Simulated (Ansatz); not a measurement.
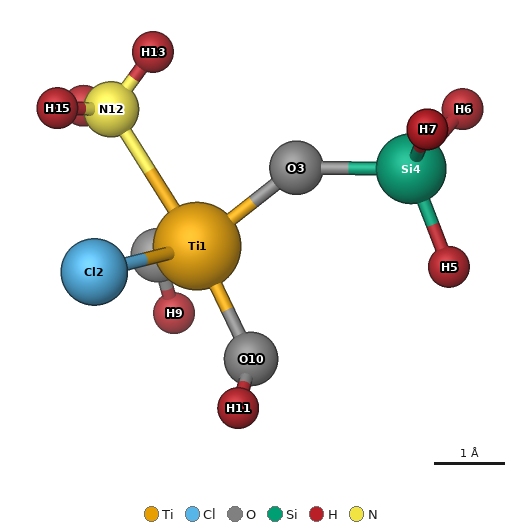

Fig. 1: The starting structure (ball-and-stick view, seen at a tilt; atoms are numbered from 1 in the order of the input). Sticks mark near contacts. Bond lengths as drawn: Cl–Ti 2.31 Å, H–N 1.03 Å, H–O 0.97 to 0.98 Å, H–Si 1.51 Å, N–Ti 2.32 Å, O–Si 1.68 Å and O–Ti 1.80 to 1.83 Å.

**Nudged elastic band, with input and output: TiSiNH8ClO3 (part 1 of 2)**

- system: TiSiNH8ClO3
- method: RKS PBE/def2-SVP (Ansatz 0.2.0)

It belongs to a series of runs on one base structure; here: band between the two ends. Figures and captions count atoms from 1; the log counts them from 0 in places.

### Log
```
Engine: ansatz 0.2.0, aarch64-unknown-linux-gnu
Functional definition: PBE
  parameter kappa = 0.804
  parameter beta = 0.06672455060314922
  exchange = pbe_x(kappa = kappa, mu = beta*pi^2/3)
  correlation = pbe_c(beta = beta)
1836 factors; their error is unknown
mean field evaluation 1: about -51223.0898 eV, gradient 1.1e2 eV
mean field evaluation 2: about -50720.3208 eV, gradient 4.7e2 eV
mean field evaluation 4: about -51199.7576 eV, gradient 1.7e2 eV
mean field evaluation 8: about -51246.2837 eV, gradient 1.7e-1 eV
mean field -51246.28380009 eV, -1883.2661936746 hartree, gradient 1.1e-5 eV, S^2 0.000000; 0 other end points of the search recorded, 0 dependent functions left out
the calculation of the forces begins
reference -51246.28389523 eV, -1883.2661971709 hartree; 46, 46 occupied and 117, 117 virtual orbitals, 1836 factors
1836 factors; their error is unknown
mean field evaluation 16: about -51197.5493 eV, gradient 1.7e2 eV
mean field -51245.60801351 eV, -1883.2413589759 hartree, gradient 1.1e-5 eV, S^2 0.000000; 0 other end points of the search recorded, 0 dependent functions left out
[... from here on the field's lines of each further geometry are left out, up to the last ...]
NEB iter   1: max|band force component| = 5.579e0 eV/Å  barrier→ = 3.8894 eV  barrier← = 3.2137 eV  Δτ_max = 0.2000 Å  (463 SCF iters)
NEB iter   2: max|band force component| = 3.015e0 eV/Å  barrier→ = 1.8000 eV  barrier← = 1.1242 eV  Δτ_max = 0.2000 Å  (274 SCF iters)
NEB iter   3: max|band force component| = 6.216e0 eV/Å  barrier→ = 1.0792 eV  barrier← = 0.4034 eV  Δτ_max = 0.0993 Å  (262 SCF iters)
NEB iter   4: max|band force component| = 1.258e0 eV/Å  barrier→ = 0.7861 eV  barrier← = 0.1103 eV  Δτ_max = 0.2000 Å  (244 SCF iters)
NEB iter   5: max|band force component| = 1.119e0 eV/Å  barrier→ = 0.7812 eV  barrier← = 0.1054 eV  Δτ_max = 0.1975 Å  (256 SCF iters)
NEB iter   6: max|band force component| = 7.840e-1 eV/Å  barrier→ = 0.7262 eV  barrier← = 0.0504 eV  Δτ_max = 0.1993 Å  (253 SCF iters)
NEB iter   7: max|band force component| = 7.604e-1 eV/Å  barrier→ = 0.7048 eV  barrier← = 0.0290 eV  Δτ_max = 0.1960 Å  (255 SCF iters)
NEB iter   8: max|band force component| = 4.798e-1 eV/Å  barrier→ = 0.6968 eV  barrier← = 0.0210 eV  CI = image 7  Δτ_max = 0.1625 Å  (243 SCF iters)
NEB iter   9: max|band force component| = 4.832e-1 eV/Å  barrier→ = 0.6945 eV  barrier← = 0.0187 eV  CI = image 7  Δτ_max = 0.0809 Å  (240 SCF iters)
NEB iter  10: max|band force component| = 2.478e-1 eV/Å  barrier→ = 0.6911 eV  barrier← = 0.0153 eV  CI = image 7  Δτ_max = 0.0808 Å  (232 SCF iters)
NEB iter  11: max|band force component| = 1.770e-1 eV/Å  barrier→ = 0.6890 eV  barrier← = 0.0132 eV  CI = image 7  Δτ_max = 0.0810 Å  (233 SCF iters)
NEB iter  12: max|band force component| = 2.261e-1 eV/Å  barrier→ = 0.6871 eV  barrier← = 0.0113 eV  CI = image 7  Δτ_max = 0.0404 Å  (234 SCF iters)
NEB iter  13: max|band force component| = 1.324e-1 eV/Å  barrier→ = 0.6860 eV  barrier← = 0.0102 eV  CI = image 7  Δτ_max = 0.0405 Å  (232 SCF iters)
NEB iter  14: max|band force component| = 9.099e-2 eV/Å  barrier→ = 0.6847 eV  barrier← = 0.0089 eV  CI = image 7  Δτ_max = 0.0404 Å  (236 SCF iters)
NEB iter  15: max|band force component| = 8.642e-2 eV/Å  barrier→ = 0.6835 eV  barrier← = 0.0077 eV  CI = image 7  Δτ_max = 0.0405 Å  (235 SCF iters)
NEB iter  16: max|band force component| = 1.047e-1 eV/Å  barrier→ = 0.6821 eV  barrier← = 0.0063 eV  CI = image 7  Δτ_max = 0.0202 Å  (234 SCF iters)
NEB iter  17: max|band force component| = 6.054e-2 eV/Å  barrier→ = 0.6814 eV  barrier← = 0.0056 eV  CI = image 7  Δτ_max = 0.0202 Å  (229 SCF iters)
NEB iter  18: max|band force component| = 4.878e-2 eV/Å  barrier→ = 0.6806 eV  barrier← = 0.0048 eV  CI = image 7  Δτ_max = 0.0202 Å  (232 SCF iters)
NEB iter  19: max|band force component| = 4.878e-2 eV/Å  barrier→ = 0.6798 eV  barrier← = 0.0040 eV  CI = image 7  Δτ_max = 0.0403 Å  (35 SCF iters)
NEB iter  20: max|band force component| = 4.977e-2 eV/Å  barrier→ = 0.6781 eV  barrier← = 0.0023 eV  CI = image 7  Δτ_max = 0.0807 Å  (35 SCF iters)
NEB iter  21: max|band force component| = 1.157e-1 eV/Å  barrier→ = 0.6742 eV  barrier← = -0.0016 eV  CI = image 7  Δτ_max = 0.1624 Å  (33 SCF iters)
NEB iter  22: max|band force component| = 1.335e-1 eV/Å  barrier→ = 0.6679 eV  barrier← = -0.0079 eV  CI = image 7  Δτ_max = 0.0810 Å  (233 SCF iters)
NEB iter  23: max|band force component| = 1.600e-1 eV/Å  barrier→ = 0.6634 eV  barrier← = -0.0124 eV  CI = image 7  Δτ_max = 0.0405 Å  (236 SCF iters)
NEB iter  24: max|band force component| = 1.407e-1 eV/Å  barrier→ = 0.6613 eV  barrier← = -0.0145 eV  CI = image 7  Δτ_max = 0.0405 Å  (235 SCF iters)
NEB iter  25: max|band force component| = 6.942e-2 eV/Å  barrier→ = 0.6612 eV  barrier← = -0.0146 eV  CI = image 7  Δτ_max = 0.0811 Å  (234 SCF iters)
NEB iter  26: max|band force component| = 7.308e-2 eV/Å  barrier→ = 0.6651 eV  barrier← = -0.0106 eV  CI = image 7  Δτ_max = 0.0405 Å  (235 SCF iters)
NEB iter  27: max|band force component| = 5.836e-2 eV/Å  barrier→ = 0.6668 eV  barrier← = -0.0089 eV  CI = image 7  Δτ_max = 0.0404 Å  (237 SCF iters)
NEB iter  28: max|band force component| = 5.226e-2 eV/Å  barrier→ = 0.6683 eV  barrier← = -0.0075 eV  CI = image 7  Δτ_max = 0.0405 Å  (235 SCF iters)
the calculation of the forces begins
reference -51245.68427043 eV, -1883.2441613659 hartree; 46, 46 occupied and 117, 117 virtual orbitals, 1836 factors
1836 factors; their error is unknown
mean field -51245.61411594 eV, -1883.2415832361 hartree, gradient 2.1e-5 eV, S^2 0.000000; 1 other end points of the search recorded, 0 dependent functions left out
the calculation of the forces begins
reference -51245.61420691 eV, -1883.2415865792 hartree; 46, 46 occupied and 117, 117 virtual orbitals, 1836 factors
NEB iter  29: max|band force component| = 4.749e-2 eV/Å  barrier→ = 0.6697 eV  barrier← = -0.0061 eV  CI = image 7  Δτ_max = 0.0000 Å  (403 SCF iters)
```

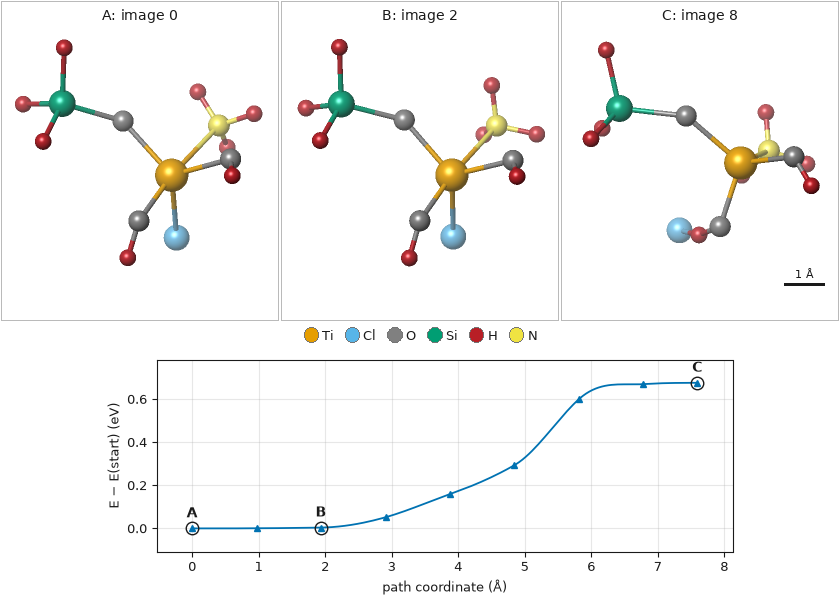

Fig. 2: Images of the last band (counted from 0; ball-and-stick, seen at an oblique angle) above the energy along the path; the line is a cubic interpolation that uses the forces. No image lies above both ends; the end is 0.676 eV above the start. The path is 7.59 Å long. The band converged in 29 iterations.

```
Total energy: -51245.61420691 eV, -1883.2415865792 hartree
Atom 0 at     0.139675     0.576626    -0.570521 Å, force     0.019287     0.003257    -0.006514 eV/Å
Atom 1 at     0.496556    -1.191683     2.509201 Å, force     0.015710    -0.006571     0.011318 eV/Å
Atom 2 at     1.670479    -0.202834    -1.135300 Å, force     0.007251     0.005121    -0.002322 eV/Å
Atom 3 at     2.661047    -1.568410    -1.010447 Å, force    -0.008850     0.001256     0.001651 eV/Å
Atom 4 at     1.874480    -2.801110    -1.358088 Å, force     0.000949    -0.001201     0.008510 eV/Å
Atom 5 at     3.796009    -1.416274    -1.986123 Å, force    -0.002689    -0.002720    -0.005745 eV/Å
Atom 6 at     3.212350    -1.676270     0.381732 Å, force     0.006788     0.005793    -0.000815 eV/Å
Atom 7 at    -0.675269     1.667168    -1.760529 Å, force     0.002745    -0.012869     0.012056 eV/Å
Atom 8 at    -1.628596     1.697691    -1.959910 Å, force     0.001793     0.003987    -0.003395 eV/Å
Atom 9 at    -0.898301    -0.508300     0.230589 Å, force    -0.031025    -0.007383     0.004913 eV/Å
Atom 10 at    -0.436644    -0.963053     1.211701 Å, force    -0.007611     0.011106    -0.026067 eV/Å
Atom 11 at     0.760427     1.601653     1.212733 Å, force    -0.012639    -0.011612     0.028302 eV/Å
Atom 12 at     1.699209     2.024499     1.195434 Å, force     0.000624    -0.004683     0.000490 eV/Å
Atom 13 at     0.107867     2.303964     1.589132 Å, force     0.000935     0.002167    -0.007012 eV/Å
Atom 14 at     0.778712     0.779635     1.898996 Å, force     0.006732     0.014351    -0.015369 eV/Å
Dipole moment:    -0.014125     1.061665    -0.280682 e Å
this run last wrote the band of iteration 29 to [file]; this run last wrote the band within `neb.f_tol` of iteration 20 to [file]
```

### The last band as extended XYZ (Å, eV, eV/Å)
```
15
Properties=species:S:1:pos:R:3:forces:R:3 image=0 energy=-51246.28380
Ti    0.1043    0.0995    0.2485    0.0124  -0.0234  -0.0150
Cl   -0.5246   -0.2627    2.4381   -0.0144  -0.0122   0.0243
O     1.8026   -0.3057   -0.2905   -0.0010  -0.0157  -0.0158
Si    2.6861   -1.5088   -1.0583   -0.0273   0.0134   0.0236
H     1.7673   -2.5391   -1.6603    0.0048   0.0024  -0.0087
H     3.5301   -0.8987   -2.1468    0.0001  -0.0049   0.0063
H     3.5969   -2.1842   -0.0665    0.0103   0.0091  -0.0065
O    -0.6906    1.4139   -0.7367   -0.0096   0.0105  -0.0163
H    -1.3771    1.1164   -1.3635    0.0094   0.0023   0.0129
O    -0.8170   -1.3310   -0.3426    0.0142   0.0069   0.0180
H    -1.3436   -1.9809    0.1543   -0.0025   0.0099  -0.0077
N     1.0963    1.9576    1.2168   -0.0074  -0.0118  -0.0026
H     2.1152    1.9387    1.0845    0.0061   0.0039   0.0023
H     0.7212    2.7931    0.7490    0.0027   0.0096   0.0029
H     0.8911    2.0152    2.2225    0.0022   0.0000  -0.0178
15
Properties=species:S:1:pos:R:3:forces:R:3 image=1 energy=-51246.28324
Ti    0.1101    0.0961    0.2497    0.0006  -0.0006  -0.0025
Cl   -0.4509   -0.2354    2.4651   -0.0012   0.0015   0.0007
O     1.7932   -0.2783   -0.3516    0.0029  -0.0020   0.0016
Si    2.6863   -1.5154   -1.0496   -0.0029   0.0010  -0.0004
H     1.8422   -2.3160   -2.0053   -0.0003   0.0016  -0.0024
H     3.8462   -0.9192   -1.8029    0.0007   0.0006   0.0008
H     3.2307   -2.4324    0.0142   -0.0002  -0.0007  -0.0008
O    -0.7489    1.3818   -0.7192    0.0008   0.0011  -0.0001
H    -1.4474    1.0641   -1.3218   -0.0003  -0.0022   0.0007
O    -0.7952   -1.3676   -0.2825    0.0006   0.0002   0.0026
H    -1.3434   -1.9789    0.2392    0.0001  -0.0006  -0.0001
N     1.1011    1.9823    1.1562   -0.0041  -0.0061  -0.0043
H     2.0399    2.1251    0.7624    0.0021   0.0006   0.0021
H     0.5220    2.7971    0.9153    0.0011   0.0025   0.0002
H     1.1719    1.9198    2.1795    0.0000   0.0033   0.0019
15
Properties=species:S:1:pos:R:3:forces:R:3 image=2 energy=-51246.27992
Ti    0.0853    0.1173    0.1931    0.0022  -0.0197   0.0021
Cl   -0.4961   -0.2769    2.3918   -0.0046   0.0096   0.0033
O     1.7700   -0.2786   -0.3914    0.0030  -0.0069   0.0071
Si    2.7046   -1.5350   -0.9907   -0.0004   0.0090   0.0048
H     1.8377   -2.5972   -1.6142    0.0012   0.0012  -0.0022
H     3.6581   -1.0026   -2.0278   -0.0065   0.0037  -0.0058
H     3.5145   -2.1493    0.1213    0.0007  -0.0049  -0.0008
O    -0.7228    1.4643   -0.7305    0.0032   0.0467  -0.0067
H    -1.4214    1.2212   -1.3658    0.0013  -0.0339   0.0050
O    -0.8465   -1.3016   -0.3983   -0.0045  -0.0093  -0.0300
H    -1.4165   -1.9450    0.0560    0.0029   0.0068   0.0159
N     1.1102    1.9333    1.1865   -0.0030  -0.0055   0.0041
H     1.9016    2.2658    0.6201   -0.0014  -0.0024  -0.0003
H     0.4309    2.7006    1.2683   -0.0005   0.0037  -0.0006
H     1.4483    1.7071    2.1301    0.0063   0.0019   0.0040
15
Properties=species:S:1:pos:R:3:forces:R:3 image=3 energy=-51246.23211
Ti    0.1116    0.1562    0.0774   -0.0203  -0.0116  -0.0060
Cl   -0.0246   -0.6557    2.2563   -0.0529   0.0310   0.0280
O     1.7112   -0.2272   -0.6920    0.0075   0.0284   0.0154
Si    2.6951   -1.5567   -0.9879    0.0065  -0.0131   0.0053
H     1.8685   -2.7615   -1.3530   -0.0074   0.0134  -0.0051
H     3.6348   -1.2414   -2.1203   -0.0056   0.0111  -0.0010
H     3.5050   -1.8708    0.2418    0.0212  -0.0046  -0.0076
O    -0.7271    1.5878   -0.6973   -0.0111  -0.0075   0.0086
H    -1.3968    1.3599   -1.3700   -0.0172  -0.0113   0.0137
O    -0.9857   -1.1599   -0.4881    0.0363  -0.0161  -0.0113
H    -1.3492   -1.8440    0.1023   -0.0202  -0.0097  -0.0241
N     1.0364    1.9206    1.2359    0.0291   0.0091  -0.0075
H     1.8825    2.2948    0.7863    0.0057  -0.0189  -0.0102
H     0.3365    2.6744    1.2560    0.0175  -0.0117   0.0006
H     1.2598    1.6469    2.2012    0.0110   0.0115   0.0012
15
Properties=species:S:1:pos:R:3:forces:R:3 image=4 energy=-51246.12472
Ti    0.1515    0.1997   -0.0103   -0.0287  -0.0051  -0.0156
Cl    0.5118   -0.9124    2.0596   -0.0416   0.0047   0.0341
O     1.6284   -0.2858   -0.9321    0.0217  -0.0185   0.0131
Si    2.6876   -1.5969   -1.0082   -0.0261   0.0330   0.0058
H     1.9325   -2.8746   -1.2603   -0.0042   0.0121   0.0094
H     3.6540   -1.3713   -2.1391   -0.0112   0.0090  -0.0114
H     3.4595   -1.7065    0.2780    0.0046  -0.0052  -0.0042
O    -0.6102    1.6624   -0.8153   -0.0133   0.0018   0.0462
H    -1.2765    1.4595   -1.5000    0.0063  -0.0207   0.0097
O    -1.1895   -0.9650   -0.3508    0.0506  -0.0214  -0.0238
H    -1.2672   -1.6958    0.2927   -0.0338  -0.0360  -0.0417
N     0.8908    1.9014    1.3050    0.0562   0.0118  -0.0161
H     1.7469    2.3419    0.9418    0.0069  -0.0047  -0.0162
H     0.1628    2.6271    1.3374    0.0051   0.0093  -0.0058
H     1.0755    1.5395    2.2502    0.0075   0.0298   0.0165
15
Properties=species:S:1:pos:R:3:forces:R:3 image=5 energy=-51245.99032
Ti    0.1994    0.2783   -0.1652   -0.0108  -0.0402   0.0481
Cl    0.7676   -1.0217    1.9118   -0.0046   0.0316  -0.0382
O     1.6643   -0.3147   -1.0234    0.0151  -0.0073  -0.0055
Si    2.7191   -1.6343   -0.9952    0.0087  -0.0140   0.0123
H     1.9591   -2.9146   -1.2031    0.0091  -0.0101   0.0081
H     3.6998   -1.4544   -2.1224   -0.0079  -0.0136  -0.0175
H     3.4678   -1.6737    0.3057    0.0207  -0.0018  -0.0105
O    -0.4653    1.5730   -1.2440    0.0103  -0.0012   0.0623
H    -1.4013    1.6956   -1.4854    0.0159  -0.0016   0.0649
O    -1.2724   -0.7685   -0.1434   -0.0036  -0.0282  -0.0600
H    -1.1246   -1.4066    0.5921   -0.0816  -0.0630  -0.0645
N     0.7555    1.8375    1.3092    0.0129   0.0089   0.0280
H     1.6335    2.3166    1.0669   -0.0005   0.0310  -0.0205
H     0.0433    2.5555    1.4921   -0.0040   0.0283  -0.0247
H     0.9119    1.2554    2.1529    0.0202   0.0812   0.0177
```
